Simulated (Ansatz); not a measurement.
**KBr (Fm-3m): phonons against volume**

Wanted: mode Grüneisen parameters of KBr and a free-energy fit over volumes.

What experiment has found for this phase:
- volume expansion coefficient 116.1 1e-6/K and heat capacity C_P per formula unit 52.3 J/mol/K near room temperature (given in “High-Throughput Prediction of Finite-Temperature Properties using the Quasi-Harmonic Approximation”, 2016, arXiv:1603.06924)
- volume expansion coefficient 117.6 1e-6/K near room temperature (given in “Descriptors for thermal expansion in solids”, 2017, arXiv:1701.03966)

Program: Ansatz 0.2.0. Level of theory: DFT LDA, scalar-relativistic, plane waves, PAW. Results are calculated unless marked as measured.

### 1. Set-up

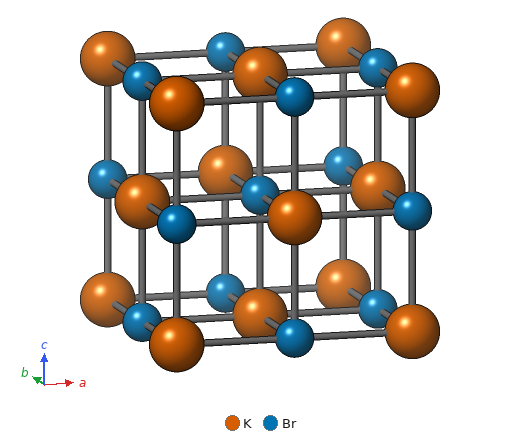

The cell as given, slightly off an axis (potassium orange, bromine blue). This picture shows the conventional cell, with its axes. Some periodic images of atoms are drawn too.

### 2. A first coarse run

A cheap single point shows whether the cell is a metal or an insulator and how far it is from rest; that sets the k-mesh and the occupations of what follows.

Contents of input.yaml:

```yaml
crystal:
  lattice:
    - [0.0, 3.3, 3.3]
    - [3.3, 0.0, 3.3]
    - [3.3, 3.3, 0.0]
  atoms:
    - { symbol: K, position: [0.0, 0.0, 0.0] }
    - { symbol: Br, position: [0.5, 0.5, 0.5] }
kpoints:
  mp_grid: { grid: [6, 6, 6] }
hamiltonian:
  xc: lda
scf:
  occupations: { method: gaussian, width: 0.1 }
output:
  forces: true
  stress: true
  eigenvalues: true
```

The run is started by

```console
$ ansatz run input.yaml --threads 4 --pin off --max-ram 16384MiB --backend cpu --events-out ev --progress --plain --runs-dir out
```

Numbers of over 12 decimals in the logs are rounded to 6 here.

Output:

```text
Engine: ansatz 0.2.0, x86_64-unknown-linux-gnu
Pseudopotentials: kind: paw
Pseudopotential: K, paw, valence charge 9, recommended cutoff 420 eV (normal), K.paw.azcp
Pseudopotential: Br, paw, valence charge 7, recommended cutoff 420 eV (normal), Br.paw.azcp
Functional definition: SPW92
  exchange = slater_x
  correlation = pw_c
Crystal: 2 atoms, lattice volume = 71.874 Å³
Basis set: ecut = 420 eV, 1411 PW (Γ)
Bands: 12, of which v1, the nominal top of the filled ones, is band 8 counted from 1 (7 counted from 0)
Symmetry: 48 space group operations
Space group: Fm-3m (ITA 225), of the structure as read, at distance tolerance 4.2e-5 Å
k-points: 16 of 216
Non-local potential: K, projectors of the file, l = 0: 3, l = 1: 2, l = 2: 2
Non-local potential: Br, projectors of the file, l = 0: 2, l = 1: 2, l = 2: 2
PAW form: soft (Blöchl's): semilocal exchange-correlation on the pseudo side does not see the compensation charge
PAW frozen core: K, regenerated for the run's functional, and the local potential with it (the file was generated under x = pbe(κ = 0.804, μ = 0.219515), c = pbe(β = 0.066725))
PAW frozen core: Br, regenerated for the run's functional, and the local potential with it (the file was generated under x = pbe(κ = 0.804, μ = 0.219515), c = pbe(β = 0.066725))
PAW one-centre angular grid: K, 110 points (default); XC on 64 Gauss nodes
PAW one-centre angular grid: Br, 110 points (default); XC on 64 Gauss nodes
Initial density: superposition of atomic densities (neutral atoms: chi_scale 0, normalization atom), corrected by the library's trained network
Initial wavefunctions: pseudopotential atomic-orbital guess
Functional: x = slater, c = lda
SCF iter   1: F=—  HF=-4193.600113 eV  |F-HF|=—  |Δ(HF+E_count)|=         —  Δρ=4.66e-3  dr2=9.52e-3  ethr=1.77e-3  ⟨swp⟩=6.1  Hψ=1232  notcnv=0
preconditioner: auto → none  [insulator: Δε(μ)=3.992 eV  Ē_g=14.429 eV  σ=0.100 eV  W_gap=1.00  n_scr=14 (ndim 8)  ℏωp=16.4 eV  f_vac=0.056  D(μ)=0.00/eV (n_scr^D=0)  ε∞_Penn≈2.3]
SCF iter   2: F=—  HF=-4193.597279 eV  |F-HF|=—  |Δ(HF+E_count)|=   2.83e-3  Δρ=2.27e-3  dr2=1.78e-3  ethr=5.95e-5  ⟨swp⟩=1.9  Hψ=379  notcnv=0
SCF iter   3: F=—  HF=-4193.596834 eV  |F-HF|=—  |Δ(HF+E_count)|=   4.45e-4  Δρ=1.62e-4  dr2=1.24e-5  ethr=1.11e-5  ⟨swp⟩=1.0  Hψ=192  notcnv=0
SCF iter   4: F=—  HF=-4193.596835 eV  |F-HF|=—  |Δ(HF+E_count)|=   9.54e-7  Δρ=2.99e-5  dr2=4.67e-7  ethr=7.77e-8  ⟨swp⟩=2.0  Hψ=320  notcnv=0
iter 5 did not close the SCF: its close was put off for the readings that it lacked (scf_convergence_deferred on its scf_iter line)
SCF iter   5: F=-4193.596834 eV  HF=-4193.596834 eV  |F-HF|=1.13e-8  |Δ(HF+E_count)|=   1.77e-7  Δρ=1.44e-5  dr2=3.96e-8  ethr=2.92e-9  ⟨swp⟩=2.0  Hψ=292  notcnv=0
SCF iter   6: F=-4193.596834 eV  HF=-4193.596834 eV  |F-HF|=6.26e-9  |Δ(HF+E_count)|=   2.68e-9  Δρ=3.21e-6  dr2=8.43e-9  ethr=2.48e-10  ⟨swp⟩=3.6  Hψ=857  notcnv=0
SCF 1 converged in 6 iterations: F = -4193.596834 eV  dr2 = 8.43e-9
  greatest PAW one-centre occupation: 0.985 electrons in one spin orbital (limit 2), on the K atom at site 0 (counted from 0), in its partial waves of l = 0
SCF converged after 6 iterations
Free energy (F): -4193.596834 eV
Harris-Foulkes:  -4193.596834 eV  (|F-HF|=6.26e-9)
Internal energy: -4193.596834 eV  (E = F + TS)
E sigma→0 (E₀):  -4193.596834 eV
Fermi energy:    2.803775 eV
--- Per-component energies (eV) ---
  E_band       = -136.998589
  E_kinetic    = 387.767639
  E_local      = -841.624504  (includes V_loc(G=0)·N_el)
  E_nonlocal   = 87.034363
  E_hartree    = 270.620785
  E_xc         = -394.594866
  E_vxc        = -268.879608  (∫ρ·V_xc dr)
  E_paw        = -2903.278413  (= ΣΔE_a)
  E_vpaw       = -42.539570  (= ΣTr[D̂ρ^β])
  E_aug_tail   = -0.000004  (compensation charges beyond the density's cutoff)
  E_ewald      = -799.985846
  E_core_change = 0.464011  (= ΣΔE_core)
  E_smearing   = -0.000000  (= −TS)
  E_closure    = -0.000000  (closes the sum)
  Σ components = -4193.596834   (vs F -4193.596834, Δ=0.00e0)
--- Forces (eV/Å), atoms counted from 1 ---
  atom   1  K     -0.00000000     0.00000000     0.00000000
  atom   2  Br     0.00000000     0.00000000    -0.00000000
  max |Σ_I F_I| component: 9.37e-31 eV/Å
--- Stress (GPa, compression-positive) ---
       -1.644176      -0.000000       0.000000
        0.000000      -1.644176      -0.000000
        0.000000      -0.000000      -1.644176
  P = ⅓ Tr σ = -1.6442 GPa (-16.442 kbar)
--- Band table (eV; the first three rows and the last of 16) ---
  k-point 0: bands = [... 4 lower, -10.3458, 0.7872, 0.7872, 0.7872, 4.8176, 8.1438, 8.1438, 8.1438]
  k-point 1: bands = [... 4 lower, -10.2866, 0.3909, 0.6935, 0.6935, 5.4988, 7.9821, 8.4701, 8.4701]
  k-point 2: bands = [... 4 lower, -10.1768, -0.2120, 0.5184, 0.5184, 6.6294, 8.2109, 9.3400, 9.3400]
  k-point 15: bands = [... 4 lower, -10.2924, 0.0441, 0.2848, 0.3161, 7.0919, 8.3912, 8.7809, 9.7667]
```

Elapsed: 1.4 s, on 4 threads of Intel Xeon Platinum 8488C (Sapphire Rapids), shared host; peak memory 0.35 GiB.

This step gave:

```
pressure          : -1.644 GPa
gap on the k-mesh : 4.030 eV
volume per atom   : 35.94 Å³
```

The start is under -1.6 GPa at this level and looks like an insulator or semiconductor on this mesh.

### 3. Relaxation

The vibrations must be taken about the equilibrium of this functional, not about the starting cell, so the structure is relaxed.

input.yaml, the sections that differ from step 2:

```yaml
scf:
  occupations: { method: gaussian, width: 0.02 }
relax:
  adjacent_minimum: "off"
  f_tol: 0.005
  max_steps: 80
  cell: { stress_tol: 0.05 }
# crystal, kpoints, hamiltonian, output: as in step 2
```

Output:

```text
[...]
Crystal: 2 atoms, lattice volume = 71.874 Å³
Basis set: ecut = 420 eV, 1411 PW (Γ)
Bands: 12, of which v1, the nominal top of the filled ones, is band 8 counted from 1 (7 counted from 0)
Symmetry: 48 space group operations
[...]
k-points: 16 of 216
[...]
SCF iter   1: F=—  HF=-4193.600107 eV  |F-HF|=—  |Δ(HF+E_count)|=         —  Δρ=4.66e-3  dr2=9.51e-3  ethr=1.77e-3  ⟨swp⟩=6.8  Hψ=1335  notcnv=0
[...]
SCF iter   6: F=-4193.596834 eV  HF=-4193.596834 eV  |F-HF|=6.55e-9  |Δ(HF+E_count)|=   2.77e-9  Δρ=3.18e-6  dr2=8.74e-9  ethr=2.44e-10  ⟨swp⟩=2.9  Hψ=666  notcnv=0
SCF 1 converged in 6 iterations: F = -4193.596834 eV  dr2 = 8.74e-9
[...]
relax step   1: F+E_penalty+E_count = -4193.59683445 eV  Δ(F+E_penalty+E_count) = +0.000e0 eV  max|allowed force component| = 5.752e-30 eV/Å  Δτ_max = 0.0000 Å  P = -1.644 GPa  Ω = 71.874 Å³  (6 SCF iters, dr2 threshold 1.00e-7 eV, accepted)
Crystal: 2 atoms, lattice volume = 68.326 Å³
Basis set: ecut = 420 eV, 1363 PW (Γ)
[...]
iter 1 solved again at ethr=9.46e-6 eV; its pass at ethr=3.10e-3 eV (dr2=1.51e-3 eV) is discarded
[...]
SCF iter   5: F=-4193.626539 eV  HF=-4193.626539 eV  |F-HF|=6.74e-9  |Δ(HF+E_count)|=   2.45e-8  Δρ=6.11e-6  dr2=1.44e-8  ethr=1.25e-9  ⟨swp⟩=6.2  Hψ=951  notcnv=0
SCF 2 converged in 5 iterations: F = -4193.626539 eV  dr2 = 1.44e-8
relax step   2: F+E_penalty+E_count = -4193.62653931 eV  Δ(F+E_penalty+E_count) = -2.970e-2 eV  max|allowed force component| = 4.257e-30 eV/Å  Δτ_max = 0.0000 Å  P = -0.972 GPa  Ω = 68.326 Å³  energy of the carried Pulay correction = +3.248e-4 eV  (5 SCF iters, dr2 threshold 2.00e-7 eV, accepted)
Crystal: 2 atoms, lattice volume = 63.781 Å³
Basis set: ecut = 420 eV, 1243 PW (Γ)
[...]
SCF iter   5: F=-4193.637892 eV  HF=-4193.637892 eV  |F-HF|=8.96e-9  |Δ(HF+E_count)|=   8.03e-8  Δρ=7.81e-6  dr2=2.01e-8  ethr=1.25e-9  ⟨swp⟩=6.5  Hψ=982  notcnv=0
SCF 3 converged in 5 iterations: F = -4193.637892 eV  dr2 = 2.01e-8
relax step   3: F+E_penalty+E_count = -4193.63789241 eV  Δ(F+E_penalty+E_count) = -1.135e-2 eV  max|allowed force component| = 5.884e-30 eV/Å  Δτ_max = 0.0000 Å  P = +0.291 GPa  Ω = 63.781 Å³  energy of the carried Pulay correction = +7.657e-4 eV  (5 SCF iters, dr2 threshold 2.00e-7 eV, accepted)
[...]
relax step   4: F+E_penalty+E_count = -4193.63858129 eV  Δ(F+E_penalty+E_count) = -6.889e-4 eV  max|allowed force component| = 4.010e-30 eV/Å  Δτ_max = 0.0000 Å  P = -0.032 GPa  Ω = 64.775 Å³  energy of the carried Pulay correction = +6.668e-4 eV  (4 SCF iters, dr2 threshold 2.00e-7 eV, accepted)
[...]
SCF iter   6: F=-4193.637932 eV  HF=-4193.637932 eV  |F-HF|=9.09e-13  |Δ(HF+E_count)|=  9.09e-12  Δρ=4.78e-8  dr2=4.57e-13  ethr=1.00e-12  ⟨swp⟩=5.8  Hψ=767  notcnv=0
SCF 5 converged in 6 iterations: F = -4193.637932 eV  dr2 = 4.57e-13
relax step   5: F+E_penalty+E_count = -4193.63793232 eV  Δ(F+E_penalty+E_count) = +6.490e-4 eV  max|allowed force component| = 9.318e-30 eV/Å  Δτ_max = 0.0000 Å  P = -0.033 GPa  Ω = 64.775 Å³  stress off target by 3.34e-2 GPa  SCF on the basis re-selected at this cell (its energy is not comparable with the rows above)  (6 SCF iters)
basis re-selected at this cell: Δ(F+E_penalty+E_count) = +6.490e-4 eV, ΔP = -0.001 GPa vs the last step (what re-selecting the basis moved, of the pressure what is left beyond the Pulay correction that the steps carried, after the strain that the cell walked since its last selection, with what the two solves' SCF thresholds leave and, on support functions, any second-order correction that the steps lacked; it is no m [...]
SCF converged after 6 iterations
Free energy (F): -4193.637932 eV
[...]
Internal energy: -4193.637932 eV  (E = F + TS)
E sigma→0 (E₀):  -4193.637932 eV
Fermi energy:    3.700478 eV
[...]
--- Stress (GPa, compression-positive) ---
       -0.033350      -0.000000      -0.000000
       -0.000000      -0.033350      -0.000000
       -0.000000      -0.000000      -0.033350
  P = ⅓ Tr σ = -0.0334 GPa (-0.334 kbar)
--- Band table (eV; the first three rows and the last of 16) ---
  k-point 0: bands = [... 4 lower, -9.4063, 1.5424, 1.5424, 1.5424, 5.8585, 8.8947, 8.8947, 8.8947]
  k-point 1: bands = [... 4 lower, -9.3290, 1.0707, 1.4203, 1.4203, 6.6073, 8.7611, 9.2565, 9.2565]
  k-point 2: bands = [... 4 lower, -9.1847, 0.3593, 1.1956, 1.1956, 7.6836, 9.2220, 10.2247, 10.2247]
  k-point 15: bands = [... 4 lower, -9.3373, 0.6986, 0.9380, 1.0038, 7.8182, 9.5778, 9.7964, 10.9263]
--- Relaxed structure (4 steps of the walk, 4 accepted, 1 SCFs on fresh bases) ---
  F+E_penalty+E_count = -4193.63793232 eV   max|allowed force component| = 9.318e-30 eV/Å   (the final SCF, on the basis selected at the relaxed cell)
  cell:  # Å, volume = 64.7747 Å³
    - [0, 3.187561, 3.187561]
    - [3.187561, 0, 3.187561]
    - [3.187561, 3.187561, 0]
  atoms:
    - { symbol: K, position: [0, 0, 0] }
    - { symbol: Br, position: [0.5, 0.5, 0.5] }
```

It took 2.5 s on 4 threads; peak memory 0.37 GiB.

The steps of the relaxation:

```
step  energy less that of the first step (eV)  largest force component (eV/Å)  pressure (GPa)  volume (Å³)
   1                                   0.0000                          0.0000           -1.64        71.87
   2                                  -0.0297                          0.0000           -0.97        68.33
   3                                  -0.0411                          0.0000            0.29        63.78
   4                                  -0.0417                          0.0000           -0.03        64.77
  5*                                  -0.0411                          0.0000           -0.03        64.77
```

Relaxation steps marked * repeat the geometry before them on a plane-wave basis chosen anew for their cell, so energy and pressure can jump there.

The run keeps the 48 symmetry operations that it works with, so distortions that break them were not tested.

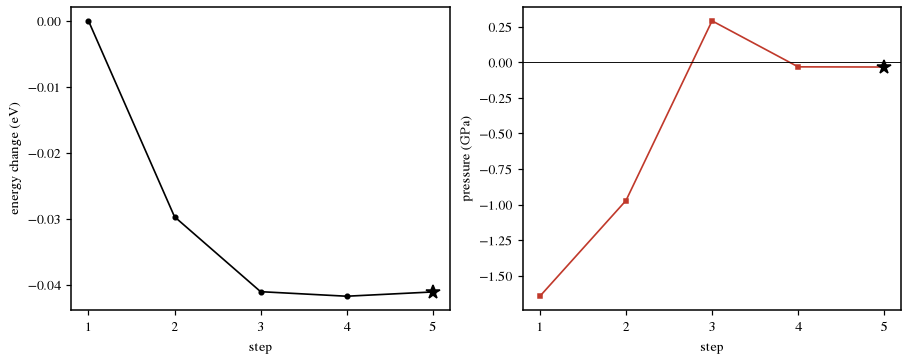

Energy and pressure along the relaxation. Stars mark steps on a basis chosen anew.

```
conventional cell, symmetrised  before  after  change
                         a (Å)   6.600  6.375  -3.4 %
                         b (Å)   6.600  6.375  -3.4 %
                         c (Å)   6.600  6.375  -3.4 %
              volume (Å³/atom)   35.94  32.39  -9.9 %
```

Final coordinates:

```
K Br
1.0
     0.00000    3.18756    3.18756
     3.18756    0.00000    3.18756
     3.18756    3.18756    0.00000
K Br
1 1
Direct
  0.00000 0.00000 0.00000
  0.50000 0.50000 0.50000
```

Numbers from this step:

```yaml
pressure: -0.03335 GPa
gap_on_the_k_mesh: 4.316 eV
volume_per_atom: 32.39 Å³
```

The relaxation ends with a pressure of -0.03 GPa.

### 4. A second relaxation

The relaxation is run once more from where the first one ended, as the script does after a large change of volume or of the gap, with mesh and occupations reviewed.

input.yaml, the sections that differ from step 3:

```yaml
crystal:
  lattice:
    - [0.0, 3.187560777, 3.187560777]
    - [3.187560777, 0.0, 3.187560777]
    - [3.187560777, 3.187560777, 0.0]
  atoms:
    - { symbol: K, position: [0.0, 0.0, 0.0] }
    - { symbol: Br, position: [0.5, 0.5, 0.5] }
output:
  forces: true
  stress: true
  eigenvalues: true
  write_density: true
  write_potential: true
  elf: true
  volumetric_format: npy
# kpoints, hamiltonian, scf, relax: as in step 3
```

Output:

```text
[...]
Crystal: 2 atoms, lattice volume = 64.775 Å³
Basis set: ecut = 420 eV, 1243 PW (Γ)
Bands: 12, of which v1, the nominal top of the filled ones, is band 8 counted from 1 (7 counted from 0)
Symmetry: 48 space group operations
[...]
k-points: 16 of 216
[...]
SCF iter   1: F=—  HF=-4193.641366 eV  |F-HF|=—  |Δ(HF+E_count)|=         —  Δρ=4.97e-3  dr2=9.57e-3  ethr=1.77e-3  ⟨swp⟩=6.9  Hψ=1348  notcnv=0
[...]
SCF iter   6: F=-4193.637932 eV  HF=-4193.637932 eV  |F-HF|=1.52e-8  |Δ(HF+E_count)|=   9.21e-9  Δρ=4.65e-6  dr2=1.82e-8  ethr=4.84e-10  ⟨swp⟩=6.4  Hψ=1174  notcnv=0
SCF 1 converged in 6 iterations: F = -4193.637932 eV  dr2 = 1.82e-8
[...]
relax step   1: F+E_penalty+E_count = -4193.63793232 eV  Δ(F+E_penalty+E_count) = +0.000e0 eV  max|allowed force component| = 9.762e-30 eV/Å  Δτ_max = 0.0000 Å  P = -0.033 GPa  Ω = 64.775 Å³  (6 SCF iters, dr2 threshold 1.00e-7 eV, accepted)
[...]
SCF iter   1: F=—  HF=-4193.637931 eV  |F-HF|=—  |Δ(HF+E_count)|=         —  Δρ=5.07e-6  dr2=1.77e-8  ethr=6.63e-7  ⟨swp⟩=3.1  Hψ=1889  notcnv=0
eigensolver tolerance schedule: the retry pair's looser diagonalisation over-reported the residual by 5979.16 of it (diagonalisation noise at an unbounded share of the residual, at the tolerance the schedule requests for it); recorded, not acted on — ethr = c·dr2/N_el stays at c = 1.0e-1
[...]
SCF iter   2: F=—  HF=-4193.637932 eV  |F-HF|=—  |Δ(HF+E_count)|=   1.59e-6  Δρ=8.44e-7  dr2=2.74e-10  ethr=1.11e-10  ⟨swp⟩=3.1  Hψ=414  notcnv=0
[...]
SCF iter   4: F=-4193.637932 eV  HF=-4193.637932 eV  |F-HF|=9.09e-13  |Δ(HF+E_count)|=  1.09e-11  Δρ=9.35e-8  dr2=2.77e-12  ethr=1.00e-12  ⟨swp⟩=5.8  Hψ=720  notcnv=0
SCF 2 converged in 4 iterations: F = -4193.637932 eV  dr2 = 2.77e-12
relax step   2: F+E_penalty+E_count = -4193.63793232 eV  Δ(F+E_penalty+E_count) = -8.173e-9 eV  max|allowed force component| = 9.236e-30 eV/Å  Δτ_max = 0.0000 Å  P = -0.033 GPa  Ω = 64.775 Å³  stress off target by 3.34e-2 GPa  SCF on the basis re-selected at this cell (its energy is not comparable with the rows above)  (4 SCF iters)
basis re-selected at this cell: Δ(F+E_penalty+E_count) = -8.173e-9 eV, ΔP = -0.000 GPa vs the last step (what re-selecting the basis moved, of the pressure what is left beyond the Pulay correction that the steps carried, after the strain that the cell walked since its last selection, with what the two solves' SCF thresholds leave and, on support functions, any second-order correction that the steps lacked; it is no m [...]
SCF converged after 4 iterations
Free energy (F): -4193.637932 eV
[...]
Internal energy: -4193.637932 eV  (E = F + TS)
E sigma→0 (E₀):  -4193.637932 eV
Fermi energy:    3.700478 eV
[...]
--- Stress (GPa, compression-positive) ---
       -0.033351       0.000000       0.000000
        0.000000      -0.033351       0.000000
        0.000000       0.000000      -0.033351
  P = ⅓ Tr σ = -0.0334 GPa (-0.334 kbar)
--- Band table (eV; the first three rows and the last of 16) ---
  k-point 0: bands = [... 4 lower, -9.4063, 1.5424, 1.5424, 1.5424, 5.8585, 8.8947, 8.8947, 8.8947]
  k-point 1: bands = [... 4 lower, -9.3290, 1.0707, 1.4203, 1.4203, 6.6073, 8.7611, 9.2565, 9.2565]
  k-point 2: bands = [... 4 lower, -9.1847, 0.3593, 1.1956, 1.1956, 7.6836, 9.2220, 10.2247, 10.2247]
  k-point 15: bands = [... 4 lower, -9.3373, 0.6986, 0.9380, 1.0038, 7.8182, 9.5778, 9.7964, 10.9263]
--- Relaxed structure (1 steps of the walk, 1 accepted, 1 SCFs on fresh bases) ---
[...]
cell:  # Å, volume = 64.7747 Å³
    - [0.0, 3.187560777, 3.187560777]
    - [3.187560777, 0.0, 3.187560777]
    - [3.187560777, 3.187560777, 0.0]
  atoms:
    - { symbol: K, position: [0.0, 0.0, 0.0] }
    - { symbol: Br, position: [0.5, 0.5, 0.5] }
```

The job ended after 0.6 s (4 threads; peak memory 0.37 GiB; 1.7 s of CPU time).

Little changed from the start: no atom moved by 0.005 Å and no cell edge by 0.1 %.

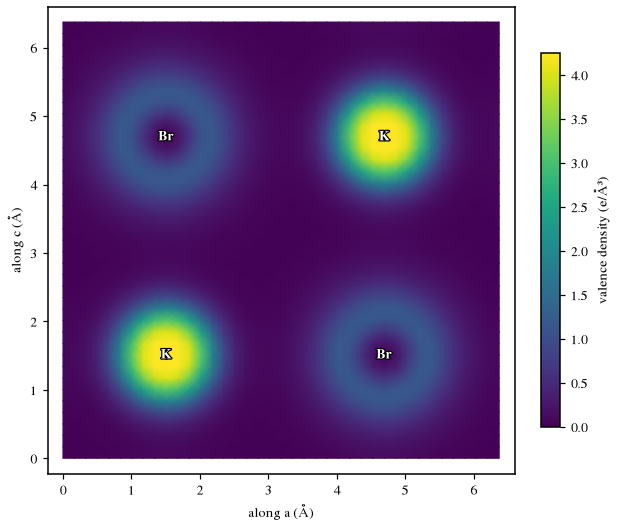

Valence density in the ac plane of the conventional cell at fractional y = 0.000, with atoms of K and Br within 0.2 Å of it. It is the smooth field of the valence electrons, not physical close to the nuclei. The map starts off the cell's origin, so that atoms lie inside it.

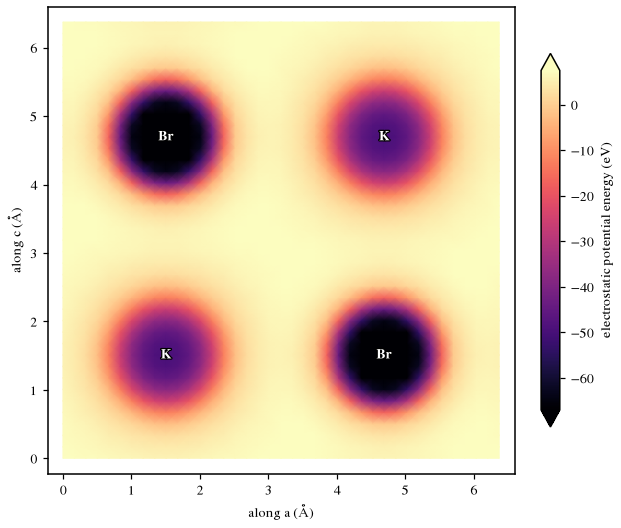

Electrostatic potential energy in the ac plane of the conventional cell at fractional y = 0.000, with atoms of K and Br within 0.2 Å of it. With pseudopotentials it is smooth inside the atoms' cores, unlike the true potential. The map starts off the cell's origin, so that atoms lie inside it.

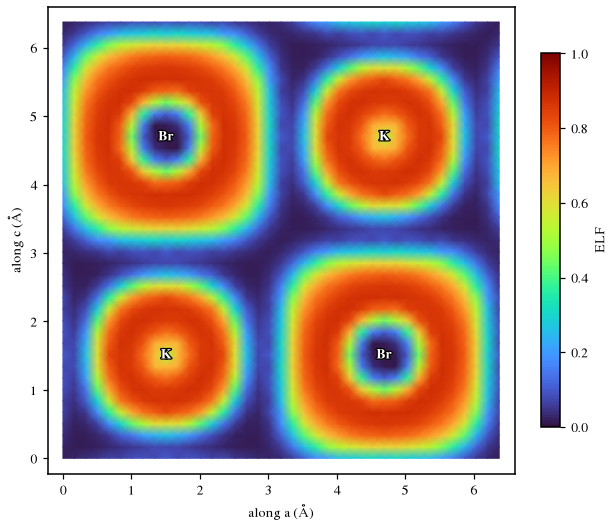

ELF in the ac plane of the conventional cell at fractional y = 0.000, with atoms of K and Br within 0.2 Å of it. It is the smooth field of the valence electrons, not physical close to the nuclei. The map starts off the cell's origin, so that atoms lie inside it.

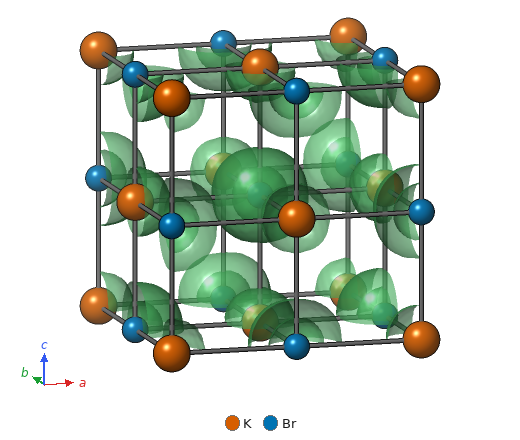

Surface of ELF = 0.8.

[end of part 1 of 4]

[Logs are printed without paths, hosts, clocks, repeated set-up lines and the standing remarks that a program may print on its own settings, such as how far it seeks lower states.]

[Hosts, paths, dates, database ids (printed as entryN), source tags and the programs' standing remarks are cut or masked in the printed files.]

[A step with changed settings may run another functional than the one named; its input shows which.]

[Of the runs on displaced cells, only some may be shown.]
